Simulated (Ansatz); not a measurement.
# One shape, several levels: BH2Cl (SMILES BCl)

Wanted: a comparison of 6 runs (BLYP/STO-3G, PBE0/STO-3G, SVWN5/STO-3G, UPBE0/STO-3G, r2SCAN/STO-3G, BCCD(T)/STO-3G) of BH2Cl. 

Program for the calculation: Ansatz 0.2.0.

56 further runs of the same task are left out: 2 that didn't finish, 54 set aside as unsound or not needed.

## Step 1: The system as given

The species is BH2Cl (4 atoms), meant as a singlet with charge 0. As SMILES, `BCl`. The Cl2–B1 distance was set to 2.166 Å, away from the relaxed value.

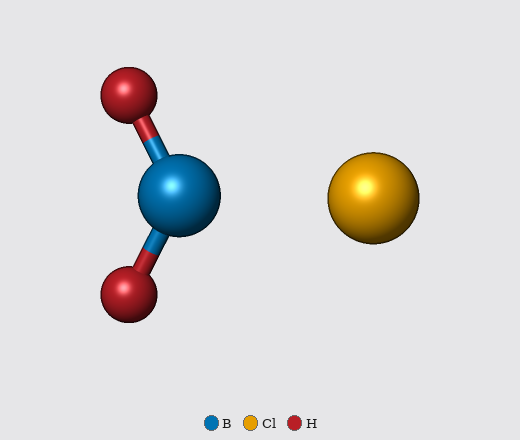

Viewed from a chosen angle; boron blue, chlorine amber, hydrogen red.

## Step 2: The energy at BLYP/STO-3G (run 1)

Contents of molecule.yaml:

```yaml
crystal:
  periodic: [false, false, false]
  atoms:
    - symbol: B
      position_ang: [-0.487115, 0.125947, -0.274420]
    - symbol: Cl
      position_ang: [1.365000, -0.395300, 0.721200]
    - symbol: H
      position_ang: [-1.476615, -0.455253, 0.041280]
    - symbol: H
      position_ang: [-0.457015, 0.977047, -1.105720]
basis:
  gaussian:
    orbitals: STO-3G
hamiltonian:
  xc: {name: BLYP}
accuracy: high
```

The run is started by

```bash
$ ansatz run molecule.yaml --threads 1 --pin off --max-ram 2610MiB --events-out events.jsonl --progress --plain --runs-dir runs
```

Standard output:

```text
Warning: RAYON_NUM_THREADS=1 ignored (pool sized by the plan → 1); use --threads N
Functional definition: BLYP
  name "BLYP"
  parameter beta = 0.0042
  parameter a = 0.04918
  parameter b = 0.132
  parameter c = 0.2533
  parameter d = 0.349
  exchange = b88_x(beta = beta)
  correlation = lyp_c(a = a, b = b, c = c, d = d)
258 factors; integrals over basis functions are off by at most 1.2e-8 eV
mean field evaluation 1: about -13082.0345 eV, gradient 1.8e1 eV
mean field evaluation 2: about -13039.5717 eV, gradient 9.6e1 eV
mean field evaluation 4: about -13083.8230 eV, gradient 1.0e0 eV
mean field evaluation 8: about -13083.7729 eV, gradient 1.2e-2 eV
mean field evaluation 16: about -13083.7729 eV, gradient 6.4e-8 eV
mean field -13083.77290241 eV, -480.8197856637 hartree, gradient 6.4e-8 eV, S^2 0.000000; 0 other end points of the search recorded, 0 dependent functions left out
reference -13083.77293604 eV, -480.8197868996 hartree; 12, 12 occupied and 4, 4 virtual orbitals, 258 factors
Total energy: -13083.77293604 eV, -480.8197868996 hartree
```

It took 0.7 s on 1 thread of Arm Neoverse V1, shared host.

## Step 3: The energy at PBE0/STO-3G (run 2)

Contents of run.yaml:

```yaml
crystal:
  periodic: [false, false, false]
  atoms:
    - symbol: B
      position_ang: [-0.487115, 0.125947, -0.274420]
    - symbol: Cl
      position_ang: [1.365000, -0.395300, 0.721200]
    - symbol: H
      position_ang: [-1.476615, -0.455253, 0.041280]
    - symbol: H
      position_ang: [-0.457015, 0.977047, -1.105720]
basis:
  gaussian: {orbitals: STO-3G}
magnetization: {spin_polarized: false, initial_magnetization: 0}
hamiltonian: {xc: pbe0}
accuracy: high
```

The run is started by

```bash
$ ansatz run run.yaml --threads 1 --pin off --max-ram 2610MiB --events-out events.jsonl --progress --plain --runs-dir runs
```

Standard output:

```text
Warning: RAYON_NUM_THREADS=1 ignored (pool sized by the plan → 1); use --threads N
Functional definition: PBE0
  name "PBE0"
  parameter a = 0.25
  parameter kappa = 0.804
  parameter beta = 0.06672455060314922
  exchange = (1 - a)*pbe_x(kappa = kappa, mu = beta*pi^2/3) + a*exact_x
  correlation = pbe_c(beta = beta)
258 factors; integrals over basis functions are off by at most 1.2e-8 eV
mean field evaluation 1: about -13079.0646 eV, gradient 1.7e1 eV
mean field evaluation 2: about -13069.9693 eV, gradient 5.5e1 eV
mean field evaluation 4: about -13080.9107 eV, gradient 3.8e-1 eV
mean field evaluation 8: about -13080.8727 eV, gradient 1.5e-2 eV
mean field evaluation 16: about -13080.8727 eV, gradient 4.0e-8 eV
mean field -13080.87272264 eV, -480.7132060231 hartree, gradient 4.0e-8 eV, S^2 0.000000; 0 other end points of the search recorded, 0 dependent functions left out
reference -13080.87272385 eV, -480.7132060674 hartree; 12, 12 occupied and 4, 4 virtual orbitals, 258 factors
Total energy: -13080.87272385 eV, -480.7132060674 hartree
```

Run time: 0.72 s. Hardware: 1 thread of Arm Neoverse V1, shared host.

Run 3 isn't shown in full; the table further down has it.

## Step 4: A single-point energy at UPBE0/STO-3G (run 4)

Contents of input.yaml:

```yaml
crystal:
  periodic: [false, false, false]
  atoms:
    - {symbol: B, position_ang: [-0.487115, 0.125947, -0.274420]}
    - {symbol: Cl, position_ang: [1.365000, -0.395300, 0.721200]}
    - {symbol: H, position_ang: [-1.476615, -0.455253, 0.041280]}
    - {symbol: H, position_ang: [-0.457015, 0.977047, -1.105720]}
basis:
  gaussian: {orbitals: STO-3G}
magnetization: {spin_polarized: true}
hamiltonian: {xc: pbe0}
accuracy: high
```

The run is started by

```bash
$ ansatz run input.yaml --threads 1 --pin off --max-ram 2610MiB --events-out events.jsonl --progress --plain --runs-dir runs
```

Standard output, shortened:

```text
Warning: RAYON_NUM_THREADS=1 ignored (pool sized by the plan → 1); use --threads N
[... 7 set-up lines as earlier in the session ...]
258 factors; integrals over basis functions are off by at most 1.2e-8 eV
mean field evaluation 1: about -13079.0646 eV, gradient 1.2e1 eV
mean field evaluation 2: about -13069.9693 eV, gradient 3.9e1 eV
mean field evaluation 4: about -13080.9107 eV, gradient 2.7e-1 eV
mean field evaluation 8: about -13080.8727 eV, gradient 1.1e-2 eV
mean field evaluation 16: about -13080.8727 eV, gradient 5.4e-9 eV
mean field -13080.87272264 eV, -480.7132060231 hartree, gradient 5.4e-9 eV, S^2 0.000000; 0 other end points of the search recorded, 0 dependent functions left out
reference -13080.87272385 eV, -480.7132060674 hartree; 12, 12 occupied and 4, 4 virtual orbitals, 258 factors
Total energy: -13080.87272385 eV, -480.7132060674 hartree
```

Wall time 1.2 s (1 thread of Arm Neoverse V1, shared host); peak memory 0.11 GiB.

Run 5 isn't shown in full; the table further down has it.

## Step 5: The energy at BCCD(T)/STO-3G (run 6)

Contents of input.yaml:

```yaml
crystal:
  periodic: [false, false, false]
  atoms:
    - symbol: B
      position_ang: [-0.487115, 0.125947, -0.274420]
    - symbol: Cl
      position_ang: [1.365000, -0.395300, 0.721200]
    - symbol: H
      position_ang: [-1.476615, -0.455253, 0.041280]
    - symbol: H
      position_ang: [-0.457015, 0.977047, -1.105720]
basis:
  gaussian: {orbitals: STO-3G}
correlation: {method: bccd_t, frozen_orbitals: {B: 1, Cl: 5, H: 0}}
accuracy: high
scf: {omitted_lower_state_checks: [cluster_reference, increment]}
```

The run is started by

```bash
$ ansatz run input.yaml --threads 1 --pin off --max-ram 2610MiB --events-out events.jsonl --progress --plain --runs-dir runs
```

Standard output, shortened:

```text
Warning: RAYON_NUM_THREADS=1 ignored (pool sized by the plan → 1); use --threads N
Functional definition: HF
  name "HF"
[...]
258 factors; integrals over basis functions are off by at most 1.2e-8 eV
[...]
mean field -13063.49703926 eV, -480.0746614365 hartree, gradient 8.3e-9 eV, S^2 0.000000; 0 other end points of the search recorded, 0 dependent functions left out
6 core orbitals not correlated: weight in the atoms' cores, before any rotation towards them, 1.000 or more for the frozen orbitals, at most 0.000 for the correlated occupied ones
reference -13063.49703926 eV, -480.0746614365 hartree; 6, 6 occupied and 4, 4 virtual orbitals, 258 factors
second order -1.25409409 eV of doubles, -0.00000000 eV of singles
cycle   1  -1.55557269 eV  change   -3.0e-1 eV  update   6.6e-2
[...]
cycle  19  -1.74077173 eV  change  -1.0e-10 eV  update  5.0e-10
perturbative correction -0.06140889 eV, -0.0022567350 hartree
Total energy: -13065.29921988 eV, -480.1408903526 hartree
Checks for a lower state left out: cluster_reference, increment
```

Run time: 0.14 s. Hardware: 1 thread of Arm Neoverse V1, shared host.

## Step 6: The series

| run | level | frozen core orbitals | energy (Eh) | wall time |
| --- | --- | --- | --- | --- |
| 1 | BLYP/STO-3G | – | -480.819787 | 0.7 s |
| 2 | PBE0/STO-3G | – | -480.713206 | 0.72 s |
| 3 | SVWN5/STO-3G | – | -479.042564 | 0.48 s |
| 4 | UPBE0/STO-3G | – | -480.713206 | 1.2 s |
| 5 | r2SCAN/STO-3G | – | -480.860551 | 1.9 s |
| 6 | BCCD(T)/STO-3G | 6 | -480.140890 | 0.14 s |

## Step 7: What came out

```
                                          quantity          value
                               run 6: total energy  -480.14089 Eh
run 6: correlation energy (6 core orbitals frozen)      -66.2 mEh
                             run 6: (T) correction      -2.26 mEh
```

Totals of different functionals can't be ranked against each other. In runs 1, 2, 3, 4, 5, 6 the basis is minimal, so the values are rough. All runs together took 5.1 s, the longest 1.9 s.
